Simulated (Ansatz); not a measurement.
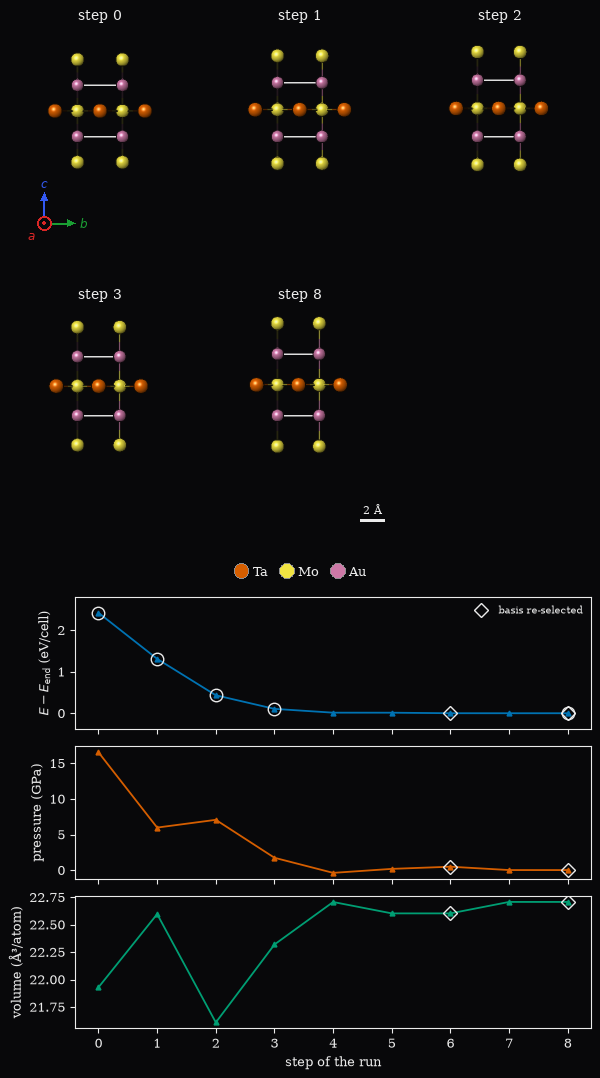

Frames of a relaxation of a crystal of TaMoAu (a generated structure, set up in P4/mmm) (coarse preliminary run), marked on the history of the run. Style: ball-and-stick. Shown: the cell of the calculation, along the a axis.

The calculation used DFT PBE, scalar-relativistic, plane waves, PAW (Ansatz 0.2.0). (plane-wave cutoff 420 eV; k-point mesh 4 × 4 × 4; occupations gaussian; smearing width 0.1 eV; no spin polarisation; cell and atoms relaxed; force threshold 0.04 eV/Å; at most 70 steps)

Question: Describe the path.

Answer: No atom moves by more than 0.005 Å relative to the cell. The drawn cell changes as follows: a = b 3.862 → 3.591 Å (−7.0 %), c 4.411 → 5.282 Å (+19.8 %); the volume changes by +3.5 %. Some distances before and after: Au–Mo 2.205 → 2.641 Å, Mo–Ta 2.731 → 2.539 Å. The space group stays P4/mmm (No. 123). Over 6 accepted moves (8 points after the start) the energy falls by 2.418 eV per cell of the calculation. All forces vanish by symmetry, so only the cell relaxes. The pressure goes from 16.53 to 0.02 GPa. The SCF was repeated twice at an unchanged geometry on a basis and grid sized afresh for the cell, which shifted the energy by 12.4 meV per cell of the calculation at most. Cost: 18 s on 1 thread of Arm Neoverse V2 (shared host), peak memory 0.36 GiB. From step 0 to 1: volume +3.0 %, energy −1.109 eV per cell of the calculation. From step 1 to 2: volume −4.4 %, energy −0.876 eV per cell of the calculation. From step 2 to 3: volume +3.3 %, energy −0.328 eV per cell of the calculation. From step 3 to 8: volume +1.7 %, energy −0.105 eV per cell of the calculation.

```csv
step,"E − E(0), meV/atom","pressure, GPa","volume, Å³/atom",note
0,0.00,16.53,21.929,
1,-369.69,5.98,22.596,
2,-661.85,7.07,21.609,
3,-771.05,1.74,22.319,
4,-801.54,-0.37,22.706,
5,-801.76,0.18,22.603,
6,-805.88,0.49,22.603,"same geometry, new basis"
7,-806.10,0.02,22.707,
8,-806.13,0.02,22.707,"same geometry, new basis"
```

Limits of the set-up: the k-point mesh is coarse for a cell with partly filled bands.
